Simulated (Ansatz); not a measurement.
**ClFGeH3In: rotation by 120° about the In2–Ge4 bond**

Aim: the minimum-energy path and barrier of the rotation by 120° about the In2–Ge4 bond. The ends are relaxed first, then joined by a nudged elastic band. SMILES of the start: [F][In]([Cl])[GeH3].

All numbers below are computed with Ansatz 0.2.0 (RKS PBE0-D4/def2-SVP).

## 1. The system as given

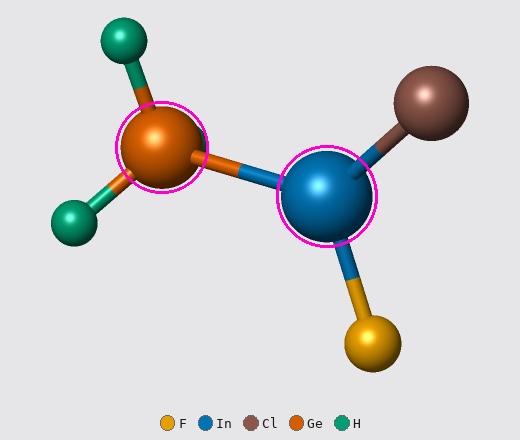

Start, viewed from a free direction; fluorine amber, indium blue, chlorine brown, germanium orange, hydrogen teal. Ringed: In2, Ge4.

Structure file:

```xyz
7

F    -0.2034   -2.3422    1.6232
In    0.8000   -0.8606    0.7340
Cl    3.0653   -0.9458    1.1476
Ge   -0.6875    0.7774   -0.6546
H    -1.2371    0.1129   -1.8953
H    -1.8616    1.2876    0.1441
H     0.1243    1.9707   -1.0991
```

## 2. Relaxing end A

Contents of input.yaml:

```yaml
crystal:
  periodic: [false, false, false]
  atoms:
    - { symbol: F, position_ang: [-0.20337, -2.34216, 1.62322] }
    - { symbol: In, position_ang: [0.80001, -0.86064, 0.734] }
    - { symbol: Cl, position_ang: [3.06527, -0.94578, 1.1476] }
    - { symbol: Ge, position_ang: [-0.68746, 0.77743, -0.65458] }
    - { symbol: H, position_ang: [-1.23711, 0.11292, -1.89525] }
    - { symbol: H, position_ang: [-1.86164, 1.28758, 0.14406] }
    - { symbol: H, position_ang: [0.1243, 1.97066, -1.09905] }
basis:
  gaussian: { orbitals: def2-SVP }
hamiltonian:
  xc: pbe0
  dispersion: d4
relax:
  f_tol: 0.015
  max_steps: 40
```

On the command line:

```
$ ansatz run input.yaml --threads 2 --pin off --max-ram 3072MiB --backend cpu --events-out ev --progress --plain --runs-dir out
```

Standard output, cut to the lines that bear on the results:

```text
Warning: RAYON_NUM_THREADS=2 ignored (pool sized by the plan → 2); use --threads N
[...]
Functional definition: PBE0
[...]
1181 factors; integrals over basis functions are off by at most 2.9e-4 eV
[...]
mean field -76955.66921745 eV, -2828.0686813154 hartree, gradient 4.3e-5 eV, S^2 0.000000; 0 other end points of the search recorded, 0 dependent functions left out
[...]
reference -76955.66925542 eV, -2828.0686827107 hartree; 41, 41 occupied and 64, 64 virtual orbitals, 1181 factors
relax step   1: F+E_penalty+E_count = -76955.79754596 eV  Δ(F+E_penalty+E_count) = +0.000e0 eV  max|allowed force component| = 1.202e0 eV/Å  Δτ_max = 0.0000 Å  (26 SCF iters, accepted)
[...]
relax step   6: F+E_penalty+E_count = -76955.87896792 eV  Δ(F+E_penalty+E_count) = -2.082e-4 eV  max|allowed force component| = 2.749e-2 eV/Å  Δτ_max = 0.0167 Å  (31 SCF iters, accepted)
[...]
relax step   7: F+E_penalty+E_count = -76955.87901388 eV  Δ(F+E_penalty+E_count) = -4.595e-5 eV  max|allowed force component| = 4.122e-3 eV/Å  Δτ_max = 0.0028 Å  (24 SCF iters, accepted)
1181 factors; integrals over basis functions are off by at most 3.2e-4 eV
[...]
mean field -76955.74975139 eV, -2828.0716408829 hartree, gradient 1.5e-5 eV, S^2 0.000000; 1 other end points of the search recorded, 0 dependent functions left out
[...]
reference -76955.74978939 eV, -2828.0716422794 hartree; 41, 41 occupied and 64, 64 virtual orbitals, 1181 factors
Total energy: -76955.87905188 eV, -2828.0763925882 hartree
Atom 0 at    -0.123787    -2.395929     1.663278 Å, force    -0.000050    -0.000136     0.000377 eV/Å
Atom 1 at     0.685493    -0.874872     0.728094 Å, force    -0.003187     0.000001    -0.000699 eV/Å
Atom 2 at     3.001888    -0.896841     1.106383 Å, force     0.004122    -0.000530     0.001018 eV/Å
Atom 3 at    -0.691209     0.807138    -0.673331 Å, force    -0.000772    -0.001122     0.000016 eV/Å
Atom 4 at    -1.217647     0.076373    -1.917549 Å, force     0.000015     0.000695    -0.000032 eV/Å
Atom 5 at    -1.867302     1.307305     0.177527 Å, force     0.000340     0.000233    -0.000386 eV/Å
Atom 6 at     0.212564     1.976836    -1.084402 Å, force    -0.000469     0.000859    -0.000293 eV/Å
Dipole moment:    -0.401467     0.618626    -0.494483 e Å
```

Run time: 30 s. Hardware: 2 threads of Arm Neoverse V1, shared host; peak memory 0.27 GiB.

Step by step:

| step | energy from step 1 (eV) | largest force component (eV/Å) |
| --- | --- | --- |
| 1 | 0.0000 | 1.2016 |
| 2 | -0.0663 | 0.2866 |
| 3 | -0.0792 | 0.0549 |
| 4 | -0.0802 | 0.0395 |
| 5 | -0.0812 | 0.0391 |
| 6 | -0.0814 | 0.0275 |
| 7 | -0.0815 | 0.0041 |

Step 1 is the start.

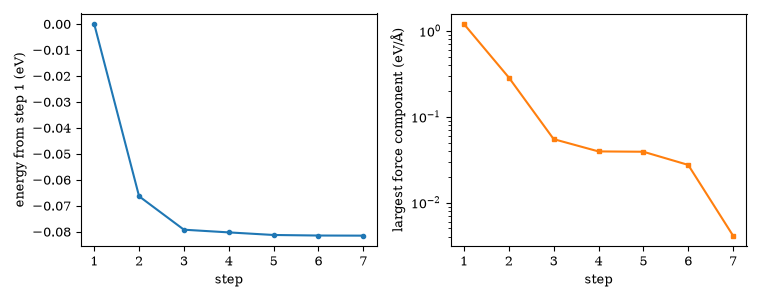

How energy and force went from step to step.

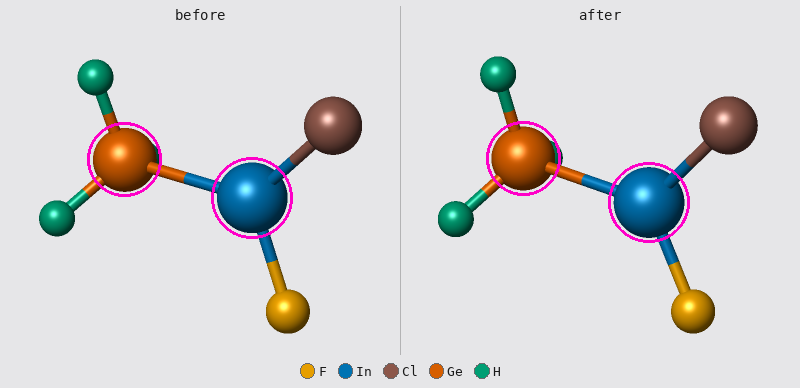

The structure before (left) and after (right), drawn at the same scale.

After: Bond lengths: F1–In2 1.960 Å, In2–Cl3 2.347 Å, In2–Ge4 2.586 Å, Ge4–H5 1.536 Å, Ge4–H6 1.535 Å, Ge4–H7 1.534 Å. Angles: F1–In2–Cl3 108.9°, F1–In2–Ge4 122.9°, Cl3–In2–Ge4 128.2°, In2–Ge4–H5 108.2°, In2–Ge4–H6 108.6°, In2–Ge4–H7 109.1°, H5–Ge4–H6 110.0°, H5–Ge4–H7 110.3°, H6–Ge4–H7 110.6°.

## 3. Relaxing end B

The second end starts from a geometry with the move made by hand.

Contents of input.yaml:

```yaml
crystal:
  periodic: [false, false, false]
  atoms:
    - { symbol: F, position_ang: [-0.20337, -2.34216, 1.62322] }
    - { symbol: In, position_ang: [0.80001, -0.86064, 0.734] }
    - { symbol: Cl, position_ang: [3.06527, -0.94578, 1.1476] }
    - { symbol: Ge, position_ang: [-0.68746, 0.77743, -0.65458] }
    - { symbol: H, position_ang: [-1.86699, 1.27367, 0.14879] }
    - { symbol: H, position_ang: [0.08648, 1.98718, -1.1175] }
    - { symbol: H, position_ang: [-1.2315, 0.07919, -1.87801] }
basis:
  gaussian: { orbitals: def2-SVP }
hamiltonian:
  xc: pbe0
  dispersion: d4
relax:
  f_tol: 0.015
  max_steps: 40
output:
  orbitals: {}
```

On the command line:

```
$ ansatz run input.yaml --threads 2 --pin off --max-ram 3072MiB --backend cpu --events-out ev --progress --plain --runs-dir out
```

Standard output, cut to the lines that bear on the results:

```text
Warning: RAYON_NUM_THREADS=2 ignored (pool sized by the plan → 2); use --threads N
[...]
[... 1 set-up line as earlier in the session ...]
[...]
1181 factors; integrals over basis functions are off by at most 2.8e-4 eV
[...]
mean field -76955.67171387 eV, -2828.0687730569 hartree, gradient 4.2e-5 eV, S^2 0.000000; 0 other end points of the search recorded, 0 dependent functions left out
[...]
reference -76955.67175186 eV, -2828.0687744529 hartree; 41, 41 occupied and 64, 64 virtual orbitals, 1181 factors
relax step   1: F+E_penalty+E_count = -76955.80002036 eV  Δ(F+E_penalty+E_count) = +0.000e0 eV  max|allowed force component| = 1.178e0 eV/Å  Δτ_max = 0.0000 Å  (26 SCF iters, accepted)
[...]
relax step   6: F+E_penalty+E_count = -76955.87886084 eV  Δ(F+E_penalty+E_count) = -6.125e-5 eV  max|allowed force component| = 1.775e-2 eV/Å  Δτ_max = 0.0244 Å  (31 SCF iters, accepted)
[...]
mean field -76955.74976157 eV, -2828.0716412570 hartree, gradient 1.9e-5 eV, S^2 0.000000; 1 other end points of the search recorded, 0 dependent functions left out
[...]
reference -76955.74979957 eV, -2828.0716426535 hartree; 41, 41 occupied and 64, 64 virtual orbitals, 1181 factors
Total energy: -76955.87905114 eV, -2828.0763925612 hartree
Atom 0 at    -0.114911    -2.396827     1.670956 Å, force    -0.001614    -0.000936     0.000682 eV/Å
Atom 1 at     0.685067    -0.874679     0.729708 Å, force    -0.002366     0.001985    -0.002038 eV/Å
Atom 2 at     3.002369    -0.886046     1.103746 Å, force     0.002473     0.000263     0.000194 eV/Å
Atom 3 at    -0.701628     0.797991    -0.673797 Å, force     0.001236    -0.001303     0.000429 eV/Å
Atom 4 at    -1.878629     1.295525     0.177416 Å, force     0.000914    -0.000726    -0.000385 eV/Å
Atom 5 at     0.196836     1.970542    -1.088674 Å, force    -0.001192    -0.000038    -0.000194 eV/Å
Atom 6 at    -1.226663     0.062384    -1.915835 Å, force     0.000550     0.000755     0.001313 eV/Å
Dipole moment:    -0.405758     0.615758    -0.495669 e Å
```

Wall time 30 s (2 threads of Arm Neoverse V1, shared host); peak memory 0.27 GiB.

The steps of the relaxation:

```csv
step,energy from step 1 (eV),largest force component (eV/Å)
1,0.0000,1.1782
2,-0.0633,0.3010
3,-0.0759,0.0550
4,-0.0774,0.0392
5,-0.0788,0.0435
6,-0.0788,0.0177
7,-0.0790,0.0025
```

Step 1 is the start.

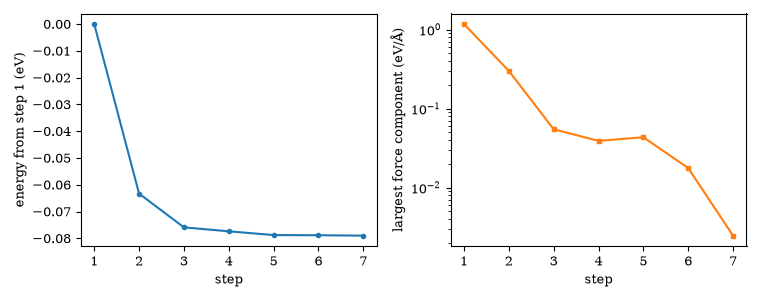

Energy and largest force along the relaxation.

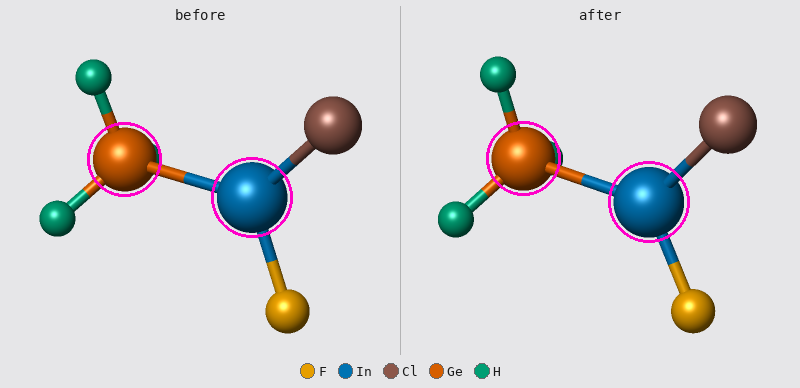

The structure before (left) and after (right), drawn at the same scale.

After: Bond lengths: F1–In2 1.960 Å, In2–Cl3 2.347 Å, In2–Ge4 2.587 Å, Ge4–H5 1.535 Å, Ge4–H6 1.534 Å, Ge4–H7 1.536 Å. Angles: F1–In2–Cl3 108.8°, F1–In2–Ge4 122.9°, Cl3–In2–Ge4 128.2°, In2–Ge4–H5 108.6°, In2–Ge4–H6 109.1°, In2–Ge4–H7 108.2°, H5–Ge4–H6 110.6°, H5–Ge4–H7 110.0°, H6–Ge4–H7 110.3°.

## 4. The band

crystal.atoms is end A as relaxed above, and neb.final_atoms is end B, turned to lie on A. With 5 inner images the band has 7 in all.

Contents of input.yaml:

```yaml
crystal:
  periodic: [false, false, false]
  atoms:
    - { symbol: F, position_ang: [-0.123787, -2.395929, 1.663278] }
    - { symbol: In, position_ang: [0.685493, -0.874872, 0.728094] }
    - { symbol: Cl, position_ang: [3.001888, -0.896841, 1.106383] }
    - { symbol: Ge, position_ang: [-0.691209, 0.807138, -0.673331] }
    - { symbol: H, position_ang: [-1.217647, 0.076373, -1.917549] }
    - { symbol: H, position_ang: [-1.867302, 1.307305, 0.177527] }
    - { symbol: H, position_ang: [0.212564, 1.976836, -1.084402] }
basis:
  gaussian: { orbitals: def2-SVP }
hamiltonian:
  xc: pbe0
  dispersion: d4
neb:
  order_check: false
  images: 5
  f_tol: 0.05
  max_iterations: 60
  initial_path: idpp
  final_atoms:
    - { symbol: F, position_ang: [0.86228665, -2.78589455, 0.1454452] }
    - { symbol: In, position_ang: [0.73377468, -0.89628997, 0.65113914] }
    - { symbol: Cl, position_ang: [2.0789737, -0.52431193, 2.53846374] }
    - { symbol: Ge, position_ang: [-0.71403175, 0.8113847, -0.64434456] }
    - { symbol: H, position_ang: [-2.12871814, 0.23585865, -0.80203785] }
    - { symbol: H, position_ang: [-0.75328492, 2.13106791, 0.13740461] }
    - { symbol: H, position_ang: [-0.07900022, 1.02819518, -2.02607028] }
```

On the command line:

```
$ ansatz run input.yaml --threads 2 --pin off --max-ram 3072MiB --backend cpu --events-out ev --progress --plain --runs-dir out
```

Standard output, cut to the lines that bear on the results:

```text
Warning: RAYON_NUM_THREADS=2 ignored (pool sized by the plan → 2); use --threads N
[...]
[... 1 set-up line as earlier in the session ...]
[...]
1182 factors; integrals over basis functions are off by at most 3.3e-4 eV
[...]
mean field -76955.74974774 eV, -2828.0716407487 hartree, gradient 5.7e-5 eV, S^2 0.000000; 0 other end points of the search recorded, 0 dependent functions left out
[...]
reference -76955.74978572 eV, -2828.0716421445 hartree; 41, 41 occupied and 64, 64 virtual orbitals, 1182 factors
1182 factors; integrals over basis functions are off by at most 3.3e-4 eV
[...]
mean field -76955.74974079 eV, -2828.0716404934 hartree, gradient 5.6e-5 eV, S^2 0.000000; 0 other end points of the search recorded, 0 dependent functions left out
[...]
reference -76955.74977876 eV, -2828.0716418889 hartree; 41, 41 occupied and 64, 64 virtual orbitals, 1182 factors
[...]
NEB iter   3: max|band force component| = 2.623e-2 eV/Å  barrier→ = 0.0008 eV  barrier← = 0.0008 eV  CI = image 3  Δτ_max = 0.0000 Å  (288 SCF iters)
Total energy: -76955.87821711 eV, -2828.0763619111 hartree
Atom 0 at     0.271158    -2.787766     0.774799 Å, force     0.012423     0.020192     0.008834 eV/Å
Atom 1 at     0.692254    -0.872289     0.729155 Å, force    -0.017171    -0.002404    -0.018614 eV/Å
Atom 2 at     2.537574    -0.466094     2.122525 Å, force    -0.011220     0.005584    -0.007544 eV/Å
Atom 3 at    -0.677744     0.795696    -0.703519 Å, force     0.005944    -0.026230     0.004546 eV/Å
Atom 4 at    -1.632734    -0.013839    -1.590923 Å, force    -0.007325     0.013077    -0.006717 eV/Å
Atom 5 at    -1.472533     1.716586     0.234177 Å, force     0.009121    -0.004519     0.007832 eV/Å
Atom 6 at     0.282025     1.627717    -1.566214 Å, force     0.008229    -0.005700     0.011662 eV/Å
Dipole moment:    -0.407719     0.644035    -0.453892 e Å
this run last wrote the band of iteration 3 to <dir>
```

It took 73 s on 2 threads of Arm Neoverse V1, shared host; peak memory 0.27 GiB.

## 5. What the band shows

Images 0 and 6 are the ends. Energies count from image 0; the path length is the program's own measure over all atoms.

| image | path (Å) | energy (eV) | dihedral Cl3–In2–Ge4–H5 (°) | band force (eV/Å) |
| --- | --- | --- | --- | --- |
| 0 | 0.000 | 0.0000 | 111 | - |
| 1 | 0.613 | 0.0002 | 132 | 0.014 |
| 2 | 1.226 | 0.0006 | 152 | 0.024 |
| 3* | 1.840 | 0.0008 | 171 | 0.026 |
| 4 | 2.453 | 0.0006 | -169 | 0.025 |
| 5 | 3.066 | 0.0002 | -149 | 0.016 |
| 6 | 3.679 | 0.0000 | -129 | - |

The star marks the climbing image.

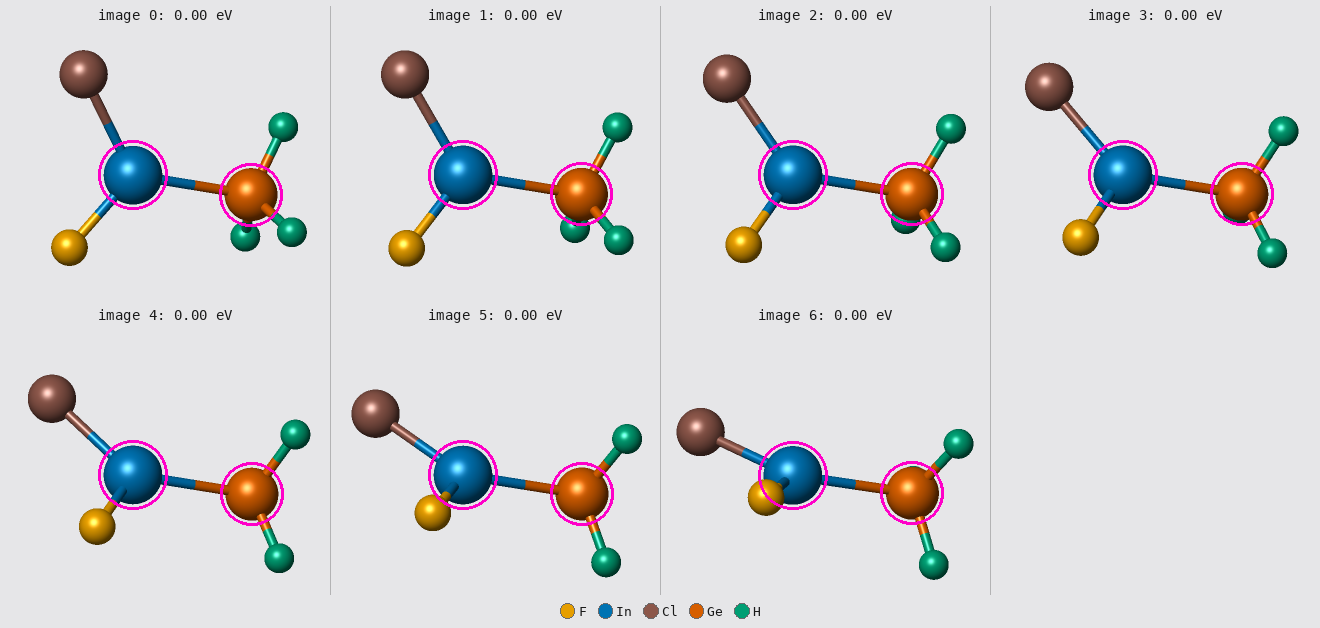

Snapshots along the band, viewed from a chosen angle. Ringed: In2, Ge4. Sticks join atoms closer than a bonding distance in each image.

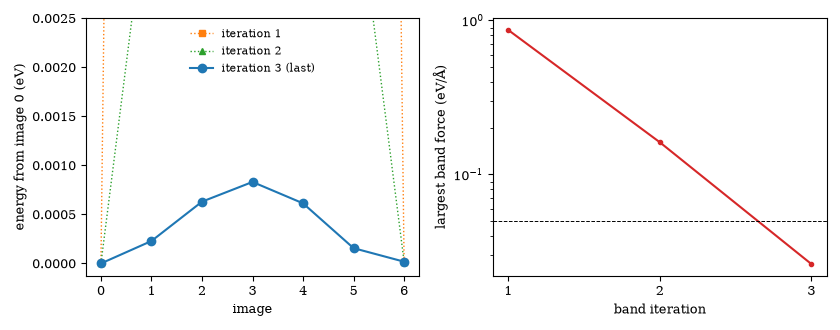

Left: energy of each image for early iterations and the last one (lines only join the points; early values far above the last band run off the scale). Right: the largest band force by iteration, with the threshold dashed.

How the highest energy settled:

| iteration | highest image above image 0 (eV) | largest band force (eV/Å) |
| --- | --- | --- |
| 1 | 0.1047 | 0.868 |
| 2 | 0.0075 | 0.162 |
| 3 | 0.0008 | 0.026 |

Positions of all images (Å):

```xyz
7
image=0 dE=0.0000
F    -0.124   -2.396    1.663
In    0.685   -0.875    0.728
Cl    3.002   -0.897    1.106
Ge   -0.691    0.807   -0.673
H    -1.218    0.076   -1.918
H    -1.867    1.307    0.178
H     0.213    1.977   -1.084
7
image=1 dE=0.0002
F    -0.064   -2.566    1.365
In    0.691   -0.872    0.727
Cl    2.917   -0.710    1.455
Ge   -0.684    0.803   -0.688
H    -1.367    0.023   -1.820
H    -1.742    1.444    0.222
H     0.250    1.878   -1.260
7
image=2 dE=0.0006
F     0.071   -2.702    1.064
In    0.693   -0.872    0.728
Cl    2.760   -0.562    1.798
Ge   -0.679    0.799   -0.698
H    -1.506   -0.006   -1.710
H    -1.611    1.582    0.239
H     0.272    1.762   -1.421
7
image=3 dE=0.0008
F     0.271   -2.788    0.775
In    0.692   -0.872    0.729
Cl    2.538   -0.466    2.123
Ge   -0.678    0.796   -0.704
H    -1.633   -0.014   -1.591
H    -1.473    1.717    0.234
H     0.282    1.628   -1.566
7
image=4 dE=0.0006
F     0.521   -2.815    0.512
In    0.690   -0.873    0.730
Cl    2.263   -0.432    2.416
Ge   -0.676    0.794   -0.707
H    -1.751    0.003   -1.464
H    -1.324    1.841    0.211
H     0.276    1.482   -1.697
7
image=5 dE=0.0002
F     0.804   -2.782    0.293
In    0.689   -0.873    0.728
Cl    1.948   -0.458    2.665
Ge   -0.671    0.794   -0.711
H    -1.858    0.042   -1.330
H    -1.162    1.948    0.173
H     0.250    1.329   -1.819
7
image=6 dE=0.0000
F     1.104   -2.698    0.159
In    0.680   -0.873    0.735
Cl    1.578   -0.527    2.877
Ge   -0.653    0.790   -0.730
H    -1.940    0.102   -1.207
H    -0.985    2.036    0.102
H     0.217    1.170   -1.937
```

## 6. Frequencies at the highest image

The geometry is the highest inner image of the first converged band.

Contents of input.yaml:

```yaml
crystal:
  periodic: [false, false, false]
  atoms:
    - { symbol: F, position_ang: [0.271158, -2.787766, 0.774799] }
    - { symbol: In, position_ang: [0.692254, -0.872289, 0.729155] }
    - { symbol: Cl, position_ang: [2.537574, -0.466094, 2.122525] }
    - { symbol: Ge, position_ang: [-0.677744, 0.795696, -0.703519] }
    - { symbol: H, position_ang: [-1.632734, -0.013839, -1.590923] }
    - { symbol: H, position_ang: [-1.472533, 1.716586, 0.234177] }
    - { symbol: H, position_ang: [0.282025, 1.627717, -1.566214] }
basis:
  gaussian: { orbitals: def2-SVP }
hamiltonian:
  xc: pbe0
  dispersion: d4
phonons: {}
```

On the command line:

```
$ ansatz run input.yaml --threads 2 --pin off --max-ram 3072MiB --backend cpu --events-out ev --progress --plain --runs-dir out
```

Standard output, cut to the lines that bear on the results:

```text
Warning: RAYON_NUM_THREADS=2 ignored (pool sized by the plan → 2); use --threads N
[...]
[... 1 set-up line as earlier in the session ...]
[...]
1182 factors; integrals over basis functions are off by at most 3.0e-4 eV
[...]
mean field -76955.74919625 eV, -2828.0716204820 hartree, gradient 5.7e-5 eV, S^2 0.000000; 0 other end points of the search recorded, 0 dependent functions left out
[...]
reference -76955.74923384 eV, -2828.0716218631 hartree; 41, 41 occupied and 64, 64 virtual orbitals, 1182 factors
[...]
1182 factors; integrals over basis functions are off by at most 3.0e-4 eV
mean field -76955.74921743 eV, -2828.0716212601 hartree, gradient 1.2e-6 eV, S^2 0.000000; 0 other end points of the search recorded, 0 dependent functions left out
[...]
reference -76955.74925501 eV, -2828.0716226413 hartree; 41, 41 occupied and 64, 64 virtual orbitals, 1182 factors
[...]
1182 factors; integrals over basis functions are off by at most 3.0e-4 eV
[...]
WARN: phonons: 2 modes above zero are rigid motions of the cell's bodies and no vibrations: the zero-point energy, free energy, entropy and heat capacity leave them out. With what each would have added to F at 1000 K, by the weight of its row in the mesh: 7.81 cm⁻¹ (-0.387 eV; rigid [...]
Total energy: -76955.87823717 eV, -2828.0763626481 hartree
Atom 0 at     0.271158    -2.787766     0.774799 Å, force     0.012457     0.019968     0.008746 eV/Å
Atom 1 at     0.692254    -0.872289     0.729155 Å, force    -0.017544    -0.002066    -0.018335 eV/Å
Atom 2 at     2.537574    -0.466094     2.122525 Å, force    -0.010977     0.005529    -0.007594 eV/Å
Atom 3 at    -0.677744     0.795696    -0.703519 Å, force     0.005991    -0.026323     0.004525 eV/Å
Atom 4 at    -1.632734    -0.013839    -1.590923 Å, force    -0.007257     0.013079    -0.006793 eV/Å
Atom 5 at    -1.472533     1.716586     0.234177 Å, force     0.009137    -0.004534     0.007819 eV/Å
Atom 6 at     0.282025     1.627717    -1.566214 Å, force     0.008193    -0.005653     0.011631 eV/Å
Dipole moment:    -0.407719     0.644034    -0.453893 e Å
Vibrations: 17.18 60.60 95.40 132.59 209.12 372.09 438.18 451.87 604.69 768.34 878.63 879.41 2167.35 2181.03 2186.93 cm⁻¹, zero-point energy 0.709400 eV
```

It took 1.7 min on 2 threads of Arm Neoverse V1, shared host; peak memory 0.27 GiB.

Of 15 modes, none is imaginary by more than 30 cm⁻¹.

## 7. What came out

| quantity | value |
| --- | --- |
| end A | 6 moves, 0.081 eV lower |
| end B | 6 moves, 0.079 eV lower |
| barrier forwards | 0.001 eV |
| barrier backwards | 0.001 eV |
| second end relative to first | 0.000 eV |
| highest image | 3 of 0 to 6, climbing |
| band iterations | 3 |
| imaginary modes at the top | none over 30 cm⁻¹ |

In words: Along this path the system climbs 0.001 eV from the first end (0.0 kT at 300 K). The two ends lie within 1 meV of each other. Both sides of the top are under 10 meV high, within the band's own error, so no barrier is resolved. The top still moved by 7 meV in the last iteration, which bounds the digits to trust. The listed dihedral goes from 111° at end A through 171° at the highest image to -129° at end B. The image tested for vibrations has no imaginary mode over 30 cm⁻¹, but on so flat a path that settles little. These are electronic energies, with no zero-point or thermal terms.
